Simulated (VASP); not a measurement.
Data:

```yaml
crystal:
  lattice:
    - [4.10950, 0.00000, 0.00000]
    - [0.00000, 4.10950, 0.00000]
    - [0.00000, 0.00000, 4.10950]
  atoms:
    - { symbol: Sc, position: [0.00000, 0.00000, 0.00000] }
    - { symbol: Al, position: [0.00000, 0.50000, 0.50000] }
    - { symbol: Al, position: [0.50000, 0.00000, 0.50000] }
    - { symbol: Al, position: [0.50000, 0.50000, 0.00000] }
```

All values below come from PW91 GGA, VASP's PBE PAW potentials (set 64) (plane waves; VASP). Run with 520 eV cut-off, 8×8×8 Γ-centred mesh, tetrahedra with Blöchl corrections, potentials Sc_sv Al.

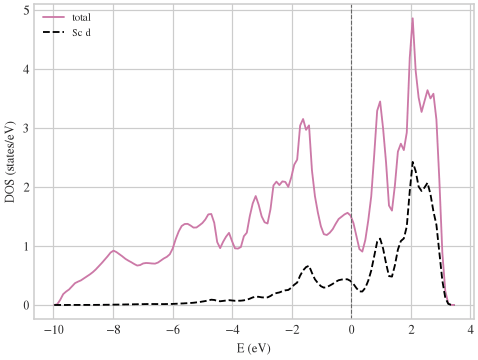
Figure. Total and projected density of states, zero at the Fermi level

Within 2 eV below the Fermi level the largest weight inside VASP's projection spheres is Sc d, then Al p.

It has no gap at this level: it comes out as a metal or semimetal.

The compound is Al3Sc in the L1_2 structure. It was relaxed first.
